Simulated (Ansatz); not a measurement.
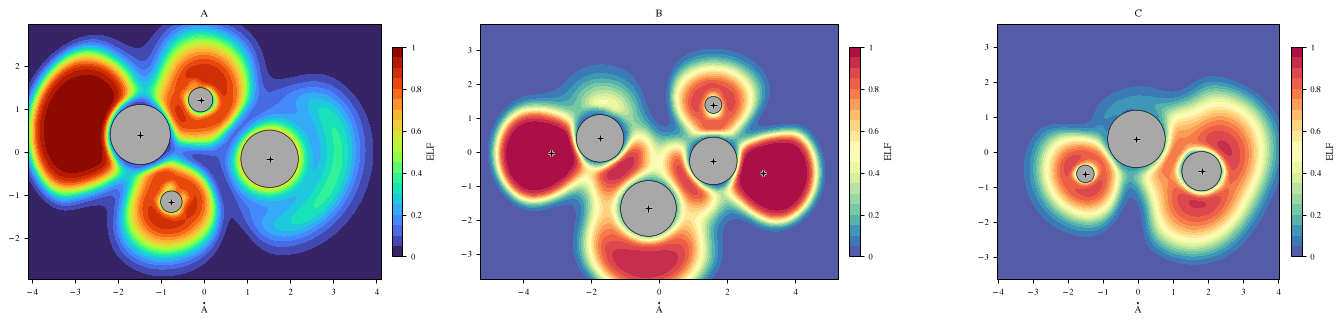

The electron localisation function of 3 systems, each on a plane through atoms (crosses mark nuclei in the plane; grey discs cover the cores).

Computed with isolated molecule in a Gaussian basis; Kohn-Sham density functional theory, functional PBE0 (Ansatz 0.2.0).

System 1: BrFInOSi (SMILES F[Si]1[O][In]1[Br]) (doublet), the plane of atoms In3, Si5 and O4. Geometry: PBE0-D3(BJ)/def2-SVP; core potentials replace the inner electrons of In.

```xyz
5

Br   -2.8969   -2.0439    2.6184
F    -2.8312    1.8892    2.6096
In   -1.3136   -0.0812    2.4265
O    -1.5533    1.0626    0.6686
Si   -2.6060    2.2614    0.9424
```

System 2: F3GeS (charge −1), the plane of atoms F1, Ge4 and S5. Geometry: PBE0-D3(BJ)/def2-SVPD.

```yaml
atoms:
  - { symbol: F, position_ang: [0.5667, 0.9196, 1.1050] }
  - { symbol: F, position_ang: [-0.5351, 1.6999, -1.1967] }
  - { symbol: F, position_ang: [-2.0389, 0.5360, 0.6754] }
  - { symbol: Ge, position_ang: [-0.4985, 0.2780, -0.1495] }
  - { symbol: S, position_ang: [-0.0885, -1.5807, -0.9757] }
```

System 3: FGeH4Si2 (SMILES F/[SiH]=[Ge]\[SiH3]) (doublet), the plane of atoms Si3, Ge2 and Si4. Geometry: BLYP-D3(BJ)/def2-SVP.

```yaml
atoms:
  - { symbol: F, position_ang: [-2.2340, -1.3472, 3.2957] }
  - { symbol: Ge, position_ang: [-0.9450, 1.5352, 1.5628] }
  - { symbol: Si, position_ang: [-2.1082, 0.2968, 3.2163] }
  - { symbol: Si, position_ang: [-0.3168, -0.6369, 0.4779] }
  - { symbol: H, position_ang: [-2.8945, 0.7667, 4.4202] }
  - { symbol: H, position_ang: [-1.5092, -1.4305, 0.0172] }
  - { symbol: H, position_ang: [0.5142, -1.5199, 1.3688] }
  - { symbol: H, position_ang: [0.5098, -0.3168, -0.7382] }
```

Which map belongs to which system?

Answer. Panel A is system 1, BrFInOSi: the plane holds F, In, O and Si. Si–O (1.62 Å): the ELF peaks at about 0.85 between the atoms, as expected for a short, strongly polar bond. Panel B is system 3, FGeH4Si2: the plane holds F, Ge, Si and H. Si–F (1.65 Å): the ELF peaks at about 0.85 in the valence shell of F, 0.7 Å from its nucleus, and is about 0.40 at the midpoint. Panel C is system 2, F3GeS: the plane holds F, Ge and S. Ge–F (1.77 Å): the ELF peaks at about 0.80 in the valence shell of F, 0.6 Å from its nucleus, and is about 0.25 at the midpoint.
